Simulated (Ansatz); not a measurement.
# H₁₀Hf₃O₁₁···H₂O: what the fields show

```xyz
27

Hf   -0.3767    0.7594   -1.5894
Hf    2.2798    0.0710    1.0597
Hf   -1.0968   -0.6786    1.4351
O    -3.9273   -0.2110   -2.0706
O    -1.5887   -2.5618    1.4956
O     0.6866   -0.6603   -2.4225
O     0.3492    0.3359    0.3590
O    -2.0491    0.3598    2.7752
O    -1.8946    1.2639   -2.8794
O    -1.9729   -0.1631   -0.3838
O     2.8387   -1.0205   -0.5123
O     0.8441   -0.9375    2.3878
O     0.6680    2.4135   -1.4908
O     2.6281    1.9937    0.6214
O     3.6820   -0.2382    2.4001
H    -3.8394   -1.0176   -2.6119
H    -3.3054    0.4398   -2.5312
H    -1.6209   -3.4856    1.2173
H     1.5406   -0.9131   -1.9954
H    -2.7918    0.5171    3.3725
H    -1.9874    2.0939   -3.3761
H    -2.8558   -0.2913   -0.8835
H     3.7204   -1.3506   -0.7511
H     1.0735   -1.4500    3.1811
H     1.3928    2.5536   -0.8360
H     3.4133    2.5307    0.8161
H     4.1896   -0.3528    3.2132
```

Geometry: PBE-D4/def2-SVP; core potentials replace the inner electrons of Hf.

All numbers below come from Ansatz, RKS PBE0-D4/def2-TZVP.

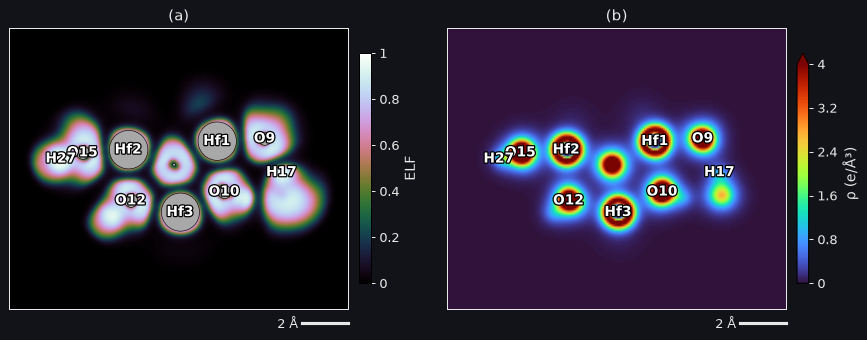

Figure 1. (a) electron localisation function; (b) electron density on the plane of atoms Hf1, Hf3 and Hf2. Grey discs cover the atomic cores in the ELF map.

### Interpret the plot.

The section cuts through Hf, O and H sites.

Hf–Hf (3.43 Å): the density is about 0.23 e/Å³ at the midpoint; the ELF is about 0.10 at the midpoint.
O–H (0.97 Å): ρ at the midpoint is about 3.7 e/Å³; the ELF climbs to about 1 towards the hydrogen, as it does in any bond to H: a covalent bond by its length.

Hf–O (2.05 Å): ρ at the midpoint is about 0.68 e/Å³; the ELF peaks at about 0.85 in the valence shell of O, 0.6 Å from its nucleus, and drops to about 0.20 between the two atoms.
The ELF also peaks beside O4, away from the bonds: lone-pair regions.

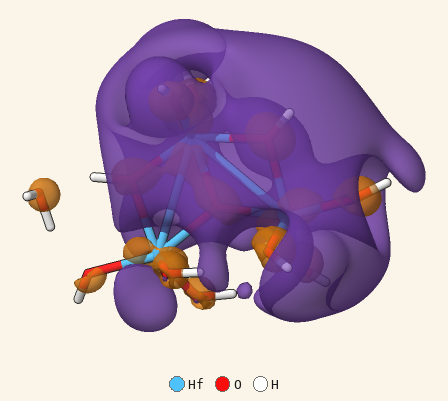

Figure 2. One frontier orbital at ±0.04 Å⁻³ᐟ² (orange and purple are the two phases), seen across its widest extent.

### Which orbital is it: HOMO or LUMO?

The LUMO, at −0.44 eV. It lies mainly on Hf2 (about 25 %), Hf3 (about 20 %), Hf1 (about 10 %) and H24 (about 10 %).

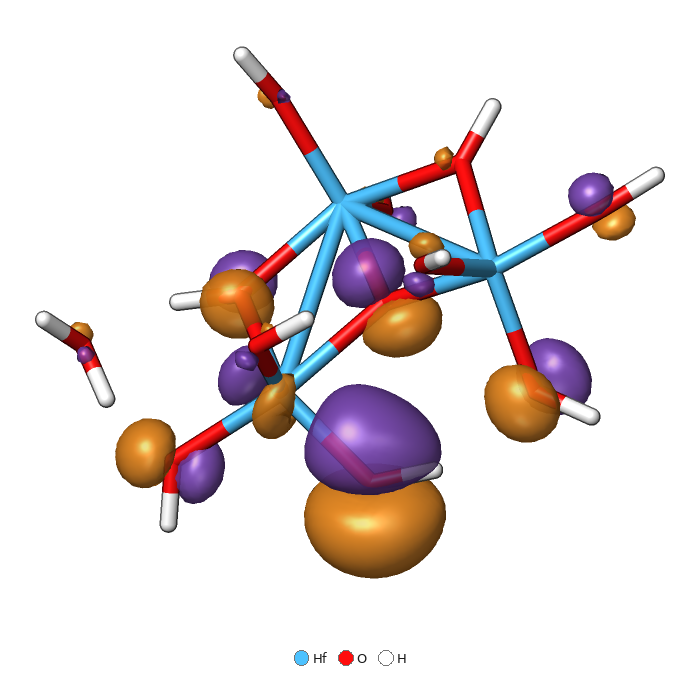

Figure 3. The HOMO−1 at ±0.1 Å⁻³ᐟ² (orange and purple are the two phases), seen at a tilt.

### What is the character of this orbital?

Its weight (Hirshfeld) is mainly on O13 (about 60 %), Hf1 (about 10 %), O14 (about 5 %) and O7 (about 5 %). Its energy is −8.21 eV.
